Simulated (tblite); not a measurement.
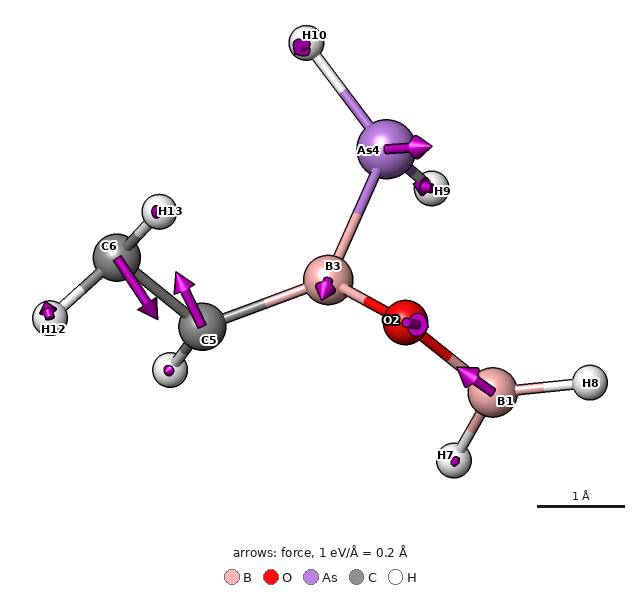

Starting geometry of C2H7AsB2O (charge −1, multiplicity 2) with the computed forces as purple arrows. A ball-and-stick model, seen from a free direction.

These are results of GFN2-xTB geometry optimisation, gas phase (tblite 0.8.0), not measurements. 

> What follows when this structure is relaxed?

It isn't relaxed: the largest force vector, on a C atom, is 4.38 eV/Å. The final displacements have little in common with the starting forces (cosine between the two patterns 0.25). Over 140 geometry steps the energy falls by 3.496 eV. An H atom moves most after the best rigid fit: 2.32 Å. Largest moves by element: H 2.32 Å, C 0.92 Å, O 0.64 Å, As 0.33 Å, B 0.22 Å. Among the contacts that change: B–O 1.481 → 1.312 Å, C–C 1.485 → 1.368 Å, B–O 1.452 → 1.390 Å, B–C 1.562 → 1.515 Å. Among the angles between lasting bonds that change: B–O–B 105.7° → 134.7°, H–As–H 114.6° → 87.3°, B–As–H 114.4° → 95.7°. Groups turn about B–O by about 70°, B–O by about 45°.
